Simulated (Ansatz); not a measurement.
## Converging the plane-wave cutoff: ScPd3 (P4mm, 4 atoms in the cell)

```yaml
crystal:
  lattice:
    - [3.99955, 0.00000, 0.00000]
    - [0.00000, 3.99955, 0.00000]
    - [0.00000, 0.00000, 3.99955]
  atoms:
    - { symbol: Sc, position: [0.00000, 0.00000, 0.01250] }
    - { symbol: Pd, position: [0.50000, 0.50000, 0.00000] }
    - { symbol: Pd, position: [0.00000, 0.50000, 0.50000] }
    - { symbol: Pd, position: [0.50000, 0.00000, 0.50000] }
```

Computed with PBEsol, default PAW files made with PBE (plane waves; Ansatz, a quantum-chemistry and plane-wave program).

Base settings: basis.ecutwfc = 30.9 Ry; kpoints.mp_grid.grid = 7 7 7; hamiltonian.xc = pbesol; hamiltonian.pseudopotentials = {kind: paw} (the program's default PAW files); scf.occupations.method = gaussian; scf.occupations.width = 0.0073 Ry.

The second cell is the first with its lattice scaled by 0.98.

The mesh stays at the base's, so the ladder's end is converged at best in this setting alone.

The first pressure column holds Ansatz's estimate of the finite-basis (Pulay) stress, which hides part of the cutoff error; the other is without it.

Only quantities that move along the ladder and can be compared are tabulated.

The count of work is k-points × plane waves × bands × iterations; it is no time. 

The starting cell comes from a database of computed structures (which also holds hypothetical and non-ambient phases and stackings), without a prior relaxation at this level. Its lattice was rescaled by up to half a per cent. One atom was moved a little off its site on purpose. Spin polarisation is off. In the base run, with a pressure of about -6 GPa the cell is away from its equilibrium volume at this level.

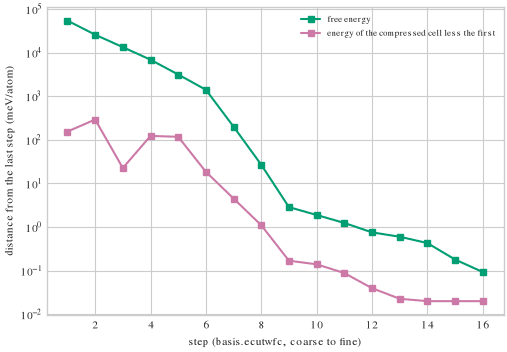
Fig. 1. Distance from the last step along the ladder; very small values are drawn at a floor.

```csv
basis.ecutwfc,free energy less the last step's (meV/atom),energy of the compressed cell less the first (meV/atom),pressure (GPa),pressure without the Pulay estimate (GPa),largest difference of a force vector from the last step's (eV/Å),count of work / last
10.7 Ry,54231.54,143.72,-90.06,-1681.41,2.240,0.089
12.5 Ry,25778.85,-303.48,-47.70,-957.98,0.870,0.11
14 Ry,13364.40,-33.83,-3.18,-575.15,0.213,0.12
15.4 Ry,6883.25,111.66,8.54,-341.89,0.109,0.13
16.9 Ry,3145.05,106.38,4.91,-185.66,0.142,0.14
18.4 Ry,1409.05,7.27,-4.54,-100.53,0.094,0.17
21.7 Ry,200.77,-15.75,-7.02,-25.53,0.012,0.16
24.6 Ry,26.84,-12.34,-6.53,-9.83,0.002,0.19
27.9 Ry,2.87,-11.06,-6.39,-6.59,0.000,0.22
30.9 Ry,1.89,-11.09,-6.40,-6.43,0.000,0.26
33.8 Ry,1.24,-11.14,-6.41,-6.46,0.000,0.29
37.1 Ry,0.76,-11.19,-6.41,-6.43,0.000,0.35
41.5 Ry,0.60,-11.21,-6.41,-6.42,0.000,0.41
46.3 Ry,0.43,-11.23,-6.42,-6.43,0.000,0.49
54 Ry,0.18,-11.23,-6.42,-6.42,0.000,0.63
61.7 Ry,0.09,-11.23,-6.42,-6.42,0.000,0.76
74.2 Ry,0.00,-11.23,-6.42,-6.42,0.000,1.0
```

Coarsest basis.ecutwfc that holds the pressure within 0.1 GPa of the last step, with all finer ones: 27.9 Ry, at 0.22 of the last step's count of work; the step before is off by 0.11 GPa.

Coarsest basis.ecutwfc that holds the forces within 0.01 eV/Å of the last step, with all finer ones: 24.6 Ry, at 0.19 of the last step's count of work; the step before is off by 0.012 eV/Å.

Coarsest basis.ecutwfc that holds the energy of the compressed cell less the first within 1 meV/atom of the last step, with all finer ones: 27.9 Ry, at 0.22 of the last step's count of work; the step before is off by 1.1 meV/atom.

The energy difference between the two cells stays within 1 meV/atom of the last step's from 27.9 Ry on, the total only from 37.1 Ry on: much of the error is common to both cells and cancels.

At the lowest cutoff the pressure without the Pulay estimate lies 1670 GPa under the last step's, the usual sign of Pulay stress in an incomplete plane-wave basis.

Keys are those of Ansatz 0.2.
